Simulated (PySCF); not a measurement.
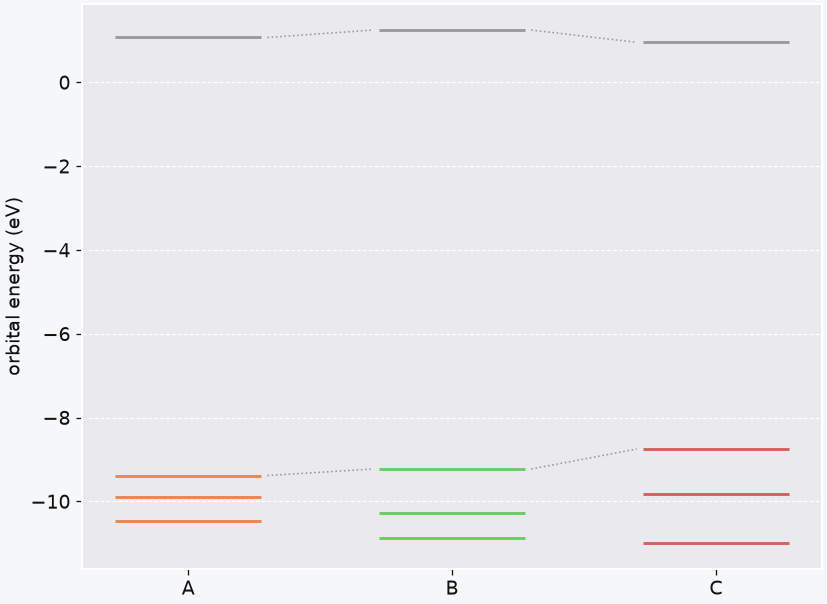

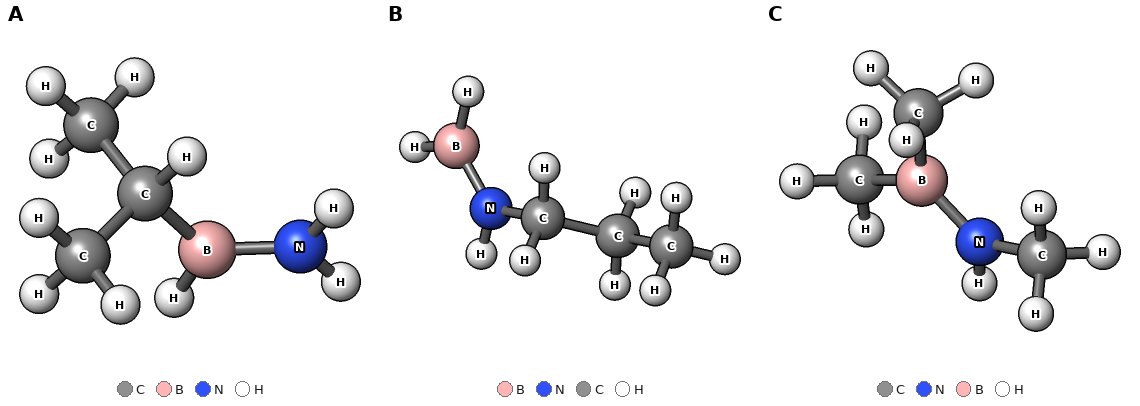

Related molecules: A is C₃H₁₀BN, SMILES CC(C)BN; B is C₃H₁₀BN, SMILES BNCCC; C is C₃H₁₀BN, SMILES CNB(C)C. Frontier orbital energies, CAM-B3LYP/def2-SVPD with PySCF, at a PBE0-D3(BJ)/def2-SVP geometry (no frequency check); drawn are at most three filled levels and, in grey, the LUMO with any level within 0.03 eV of it; dotted lines join the HOMOs and the LUMOs.

**What does the change do to the frontier levels?**

From A to B the HOMO rises by 0.16 eV and the LUMO rises by 0.18 eV, so the separation goes from 10.45 to 10.47 eV. From A to C the HOMO rises by 0.63 eV and the LUMO falls by 0.12 eV, so the separation goes from 10.45 to 9.70 eV.

**Does the ΔSCF ionisation energy follow the HOMO?**

A: −ε(HOMO) 9.38, ΔSCF 10.21 eV; B: −ε(HOMO) 9.23, ΔSCF 10.02 eV; C: −ε(HOMO) 8.75, ΔSCF 9.56 eV.

Limits of at least one run: empty levels above zero depend strongly on the basis; one conformer of a flexible molecule.
